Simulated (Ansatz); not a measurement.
# Appearance energy of a fragment ion: GeH(CH3)2(SiH3) → [SiH3]+ + GeH(CH3)2 + e⁻

Species: GeH(CH3)2(SiH3), singlet; [SiH3]+ `[SiH3+]`, singlet; GeH(CH3)2, doublet. 

Shapes, held fixed at every level: PBE0-D4/def2-TZVP. Programs: Ansatz 0.2.0. Electronic energies: no zero-point or thermal term.

| level | kind | ΔE (eV) | less CCSD(T)/def2-TZVPP |
| --- | --- | --- | --- |
| HF/def2-TZVPP | Hartree–Fock | +9.91 | -1.42 |
| PBE-D4/def2-TZVPP | GGA | +11.43 | +0.10 |
| r2SCAN-D4/def2-TZVPP | meta-GGA | +11.44 | +0.11 |
| B3LYP-D4/def2-TZVPP | global hybrid | +11.36 | +0.03 |
| wB97X-V/def2-TZVPP | range-separated hybrid | +11.41 | +0.08 |
| MP2/def2-TZVPP | perturbation theory | +11.27 | -0.06 |
| CCSD(T)/def2-TZVPP | coupled cluster or CI | +11.33 | 0.00 |

The highest level, CCSD(T)/def2-TZVPP, gives ΔE = +11.33 eV; the levels span +9.91 to +11.44. The column of differences is taken from that level and isn't an error. No measured value is set beside it here. Open shells run unrestricted unless RO is named. Relativity is left out for Ge unless named. Correlated rows may include outer-core shells of Ge, which these sets cover unevenly. The onset seen in experiment also holds zero-point changes and kinetic shifts.

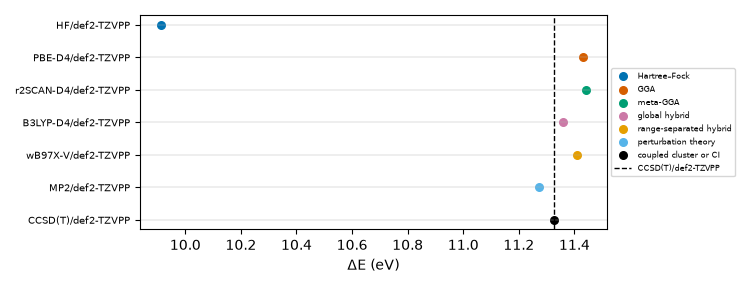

The values of the table, level by level.
